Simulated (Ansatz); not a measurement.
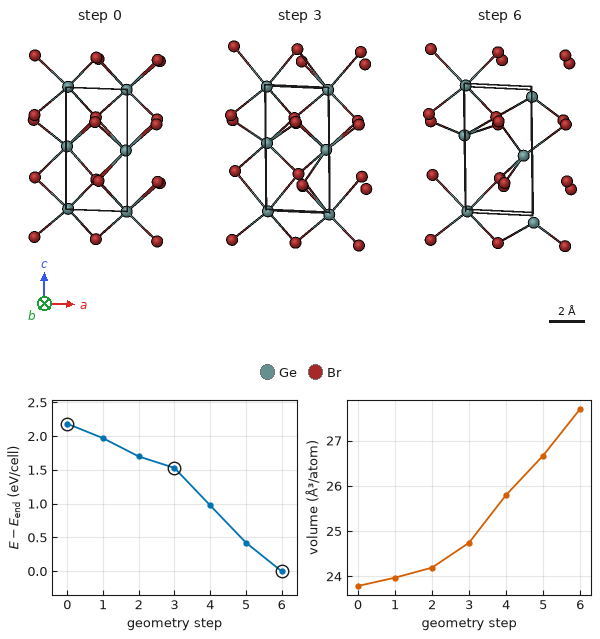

Frames of a relaxation of crystalline GeBr (built on the caesium chloride_221 type) (coarse preliminary run), marked on the history of the run. Style: ball-and-stick. Shown: the cell of the calculation, along the b axis.

Theory: Ansatz 0.2.0, DFT r2SCAN, scalar-relativistic, plane waves, PAW. (plane-wave cutoff 500 eV; k-point mesh 6 × 4 × 4; occupations gaussian; smearing width 0.1 eV; no spin polarisation; cell and atoms relaxed; force threshold 0.015 eV/Å; at most 120 steps)

**Describe the path.**

The run was cut off at its time limit before the relaxation converged, so the last structure is only a point on the way. After 6 geometry steps the energy has fallen by 2.185 eV per cell of the calculation. The largest force component goes from 0.44 to 0.73 eV/Å. Pressure: 0.41 GPa at the start and 1.95 GPa at the end. The largest move relative to the cell is that of a Ge atom, 0.80 Å along [0 1 2]. Largest moves by element: Ge 0.80 Å, Br 0.35 Å. The volume changes by +16.4 %, with a 3.600 → 3.947 Å (+9.6 %), b 7.393 → 7.627 Å (+3.2 %), c 7.155 → 7.391 Å (+3.3 %), α 90.9° → 93.7°, β 92.1° → 93.5°, γ 89.5° → 90.0°. Among the contacts that change: Ge–Ge 3.452 → 2.541 Å, Br–Ge 3.018 → 3.915 Å, Ge–Ge 3.394 → 2.569 Å, Br–Ge 3.103 → 2.301 Å. Among the angles between lasting bonds that change: Br–Ge–Br 113.7° → 150.1°, Br–Ge–Br 76.4° → 92.3°, Ge–Br–Ge 76.4° → 92.3°. The space group stays P1 (No. 1). From step 0 to 3: a Ge atom moves most (0.50 Å), volume +4.0 %, energy −0.654 eV per cell of the calculation. From step 3 to 6: Ge atoms move most (0.57 Å), volume +11.9 %, energy −1.531 eV per cell of the calculation.

```
step  E − E(0), meV/atom  largest force component, eV/Å  pressure, GPa  volume, Å³/atom
   0                0.00                         0.4444           0.41           23.788
   1              -26.64                         0.5143           0.15           23.972
   2              -60.53                         0.6105           0.80           24.193
   3              -81.81                         1.2550           2.03           24.744
   4             -151.11                         0.8594           1.48           25.799
   5             -220.10                         0.7527           1.79           26.669
   6             -273.14                         0.7348           1.95           27.700
```
